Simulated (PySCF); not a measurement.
# FCI/STO-6G run of [NO2]+ (SMILES O=[N+]=O)

Aim: the vertical ionisation energy of [NO2]+ at FCI/STO-6G, from 2 runs. The job is set up through a Python script.

The calculation is run with PySCF 2.14.0.

8 further runs of the same task are left out: 8 set aside as unsound or not needed.

## (1) The structure to begin with

[NO2]+: 3 atoms, total charge +1, spin state singlet. SMILES: `O=[N+]=O`. Geometry: relaxed at GFN2-xTB.

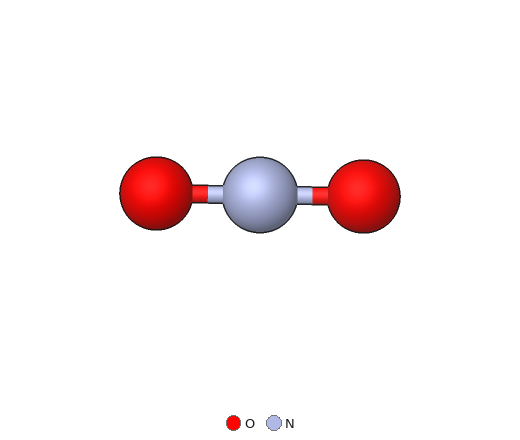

The structure, seen from a chosen angle (oxygen red, nitrogen light blue).

## (2) A single-point energy at FCI/STO-6G

File calc.py:

```python
from pyscf import gto, scf, mcscf
from pyscf import fci

mol = gto.M(
    atom='O -0.563200 0.911190 -0.206000; N -0.000010 -0.000010 -0.000000; O 0.563210 -0.911180 0.206000',
    charge=1,
    spin=0,
    max_memory=1860,
    verbose=4,
    basis='sto-6g',
)

hf = scf.RHF(mol)
hf.conv_tol = 1e-10
hf.kernel()
if not hf.converged:
    hf = hf.newton().run(hf.mo_coeff, hf.mo_occ)

cas = mcscf.CASCI(hf, hf.mo_coeff.shape[-1] - 3, (mol.nelec[0] - 3, mol.nelec[1] - 3))  # full CI above the frozen core
cas.fcisolver = fci.direct_spin0.FCI(mol)  # even spin states alone
cas.kernel()
print('<S^2> = %.4f' % cas.fcisolver.spin_square(cas.ci, cas.ncas, cas.nelecas)[0])
energy = cas.e_tot
print('E(%s) = %.9f' % ('FCI', energy))
```

The run is started by

```
$ OMP_NUM_THREADS=1 python calc.py
```

The log of the run:

```text
PySCF version 2.14.0

[INPUT] num. atoms = 3
[INPUT] num. electrons = 22
[INPUT] charge = 1
[INPUT] spin (= nelec alpha-beta = 2S) = 0
[INPUT] symmetry False subgroup None
[INPUT] Mole.unit = angstrom
[INPUT] Symbol           X                Y                Z      unit          X                Y                Z       unit  Magmom
[INPUT]  1 O     -0.563200000000   0.911190000000  -0.206000000000 AA   -1.064293753355   1.721899547442  -0.389283581660 Bohr   0.0
[INPUT]  2 N     -0.000010000000  -0.000010000000   0.000000000000 AA   -0.000018897261  -0.000018897261   0.000000000000 Bohr   0.0
[INPUT]  3 O      0.563210000000  -0.911180000000   0.206000000000 AA    1.064312650616  -1.721880650181   0.389283581660 Bohr   0.0

nuclear repulsion = 69.856929396042
number of shells = 9
number of NR pGTOs = 90
number of NR cGTOs = 15
basis = sto-6g
ecp = {}

******** <class 'pyscf.scf.hf.RHF'> ********
method = RHF
initial guess = minao
damping factor = 0
level_shift factor = 0
DIIS = <class 'pyscf.scf.diis.CDIIS'>
diis_start_cycle = 1
diis_space = 8
diis_damp = 0
SCF conv_tol = 1e-10
SCF conv_tol_grad = None
SCF max_cycles = 50
direct_scf = True
direct_scf_tol = 1e-13
Set gradient conv threshold to 1e-05
Initial guess from minao.
init E= -204.753798869047
  HOMO = -0.411056668001956  LUMO = 0.152116140732135  gap/eV = 15.32471
cycle= 1 E= -202.647829005347  delta_E= 2.11  |g|= 0.862  |ddm|=    3
  HOMO = -0.85835349693378  LUMO = -0.27370800883244  gap/eV = 15.90901
cycle= 2 E= -202.781954607898  delta_E= -0.134  |g|= 0.451  |ddm|=  1.4
  HOMO = -0.893838862393086  LUMO = -0.228231162591077  gap/eV = 18.11211
cycle= 3 E= -202.830075480432  delta_E= -0.0481  |g|= 0.0151  |ddm|= 0.457
  HOMO = -0.892041259688262  LUMO = -0.222163101873043  gap/eV = 18.22831
cycle= 4 E= -202.830142519972  delta_E= -6.7e-05  |g|= 0.00102  |ddm|= 0.0287
  HOMO = -0.891837152318123  LUMO = -0.222939865083146  gap/eV = 18.20162
cycle= 5 E= -202.830142823634  delta_E= -3.04e-07  |g|= 0.000312  |ddm|= 0.0015
  HOMO = -0.89186489218163  LUMO = -0.222898072352778  gap/eV = 18.20351
cycle= 6 E= -202.830142866299  delta_E= -4.27e-08  |g|= 9.43e-05  |ddm|= 0.000896
  HOMO = -0.891865327660047  LUMO = -0.22289742360396  gap/eV = 18.20354
cycle= 7 E= -202.83014286872  delta_E= -2.42e-09  |g|= 1.04e-05  |ddm|= 0.000113
  HOMO = -0.891864934039181  LUMO = -0.222898014110381  gap/eV = 18.20352
cycle= 8 E= -202.830142868754  delta_E= -3.43e-11  |g|= 1.09e-06  |ddm|= 1.77e-05
  HOMO = -0.891864975641244  LUMO = -0.222897802131248  gap/eV = 18.20352
Extra cycle  E= -202.830142868755  delta_E= -6.25e-13  |g|= 3.55e-07  |ddm|= 1.83e-06
converged SCF energy = -202.830142868755

******** <class 'pyscf.mcscf.casci.CASCI'> ********
CAS (8e+8e, 12o), ncore = 3, nvir = 0
natorb = False
canonicalization = True
sorting_mo_energy = False
******** <class 'pyscf.fci.direct_spin0.FCISolver'> ********
max. cycles = 100
conv_tol = 1e-10
davidson only = False
linear dependence = 1e-14
level shift = 0.001
max iter space = 12
nroots = 1
pspace_size = 400
spin = None
Density matrix diagonal elements [1.99203773 1.98953763 1.96943474 1.96943431 1.98499384 1.9768395
 1.90309866 1.90309866 0.12897856 0.12897856 0.03898002 0.01458778]
CASCI converged
CASCI E = -203.096439850472  E(CI) = -78.0802095275757  S^2 = 0.0000000
<S^2> = 0.0000
E(FCI) = -203.096439850
```

It took 4.2 s on 1 thread of Arm Neoverse V2, shared host; peak memory 0.17 GiB.

## (3) Doublet [NO2]2+

File input.py:

```python
from pyscf import gto, scf, mcscf

system = gto.Mole()
system.atom = '''
O     -0.563200     0.911190    -0.206000
N     -0.000010    -0.000010     0.000000
O      0.563210    -0.911180     0.206000
'''
system.verbose = 3
system.basis = 'sto-6g'
system.spin = 1
system.charge = 2
system.max_memory = 1860
system.build()

calc0 = scf.ROHF(system)
calc0.conv_tol = 1e-10
calc0.kernel()
if not calc0.converged:
    calc0 = calc0.newton().run(calc0.mo_coeff, calc0.mo_occ)

cas = mcscf.CASCI(calc0, calc0.mo_coeff.shape[-1] - 3, (system.nelec[0] - 3, system.nelec[1] - 3))  # full CI above the frozen core
cas.fix_spin_(ss=0.75)
cas.kernel()
e_final = cas.e_tot
print('E = %.10f Eh' % e_final)
```

The run is started by

```
$ OMP_NUM_THREADS=1 python input.py
```

The log of the run:

```text
converged SCF energy = -201.949152229495
CASCI E = -202.214181591548  E(CI) = -77.1971227897320  S^2 = 0.7500000
E = -202.2141815915 Eh
```

Run time: 9 s. Hardware: 1 thread of Arm Neoverse V2, shared host; peak memory 0.2 GiB.

## (4) Results

Level: FCI/STO-6G, 3 core orbitals frozen.

```
                                                    quantity          value
                                singlet [NO2]+: total energy  -203.09644 Eh
         singlet [NO2]+: HOMO energy (Hartree–Fock orbitals)      -24.27 eV
         singlet [NO2]+: LUMO energy (Hartree–Fock orbitals)       -6.07 eV
       singlet [NO2]+: HOMO–LUMO gap (Hartree–Fock orbitals)       18.20 eV
 singlet [NO2]+: correlation energy (3 core orbitals frozen)     -266.3 mEh
                               doublet [NO2]2+: total energy  -202.21418 Eh
doublet [NO2]2+: correlation energy (3 core orbitals frozen)     -265.0 mEh
        vertical ionisation energy (to the doublet dication)      24.007 eV
```

In words: The vertical ionisation energy comes to 24.01 eV (2316 kJ/mol). In a minimal basis such a difference can be off by several eV, whatever the method. Mulliken charges (doublet [NO2]2+) of the mean-field density run from +0.63 on O1 to +0.74 on N2; they depend strongly on the basis.
